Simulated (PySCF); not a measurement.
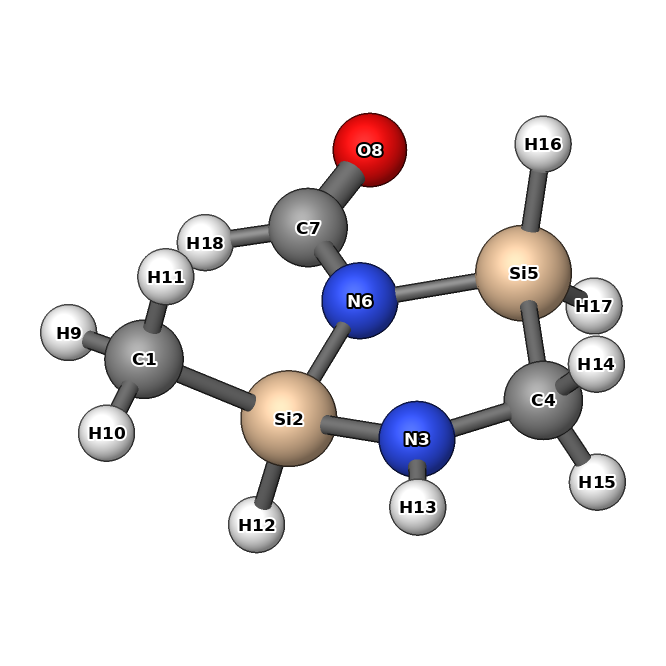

The thickness of each stick grows with its Mayer bond order. The computed structure is the end point of a GFN2-xTB optimisation. No frequency run is at hand to confirm it as a minimum. Method: PBE0/pcSseg-1 (PySCF 2.14.0).

> Which bond between heavy atoms has the highest Mayer bond order?

C7–O8, 1.85, at a length of 1.211 Å.

List the Mayer bond orders of C1–Si2, Si2–N3, Si2–N6, N3–C4, C4–Si5, Si5–N6, N6–C7, C7–O8 (bonds between heavy atoms, one of each equivalent set).

```
  bond  Mayer order  length (Å)
C1–Si2         0.95       1.891
Si2–N3         1.02       1.711
Si2–N6         0.78       1.753
 N3–C4         0.94       1.454
C4–Si5         0.89       1.916
Si5–N6         0.81       1.756
 N6–C7         1.19       1.331
 C7–O8         1.85       1.211
```

The geometry is semi-empirical. Around Si such bond lengths and angles can be off by a tenth of an ångström or more and by several degrees, and values that hang on the shape move with them.
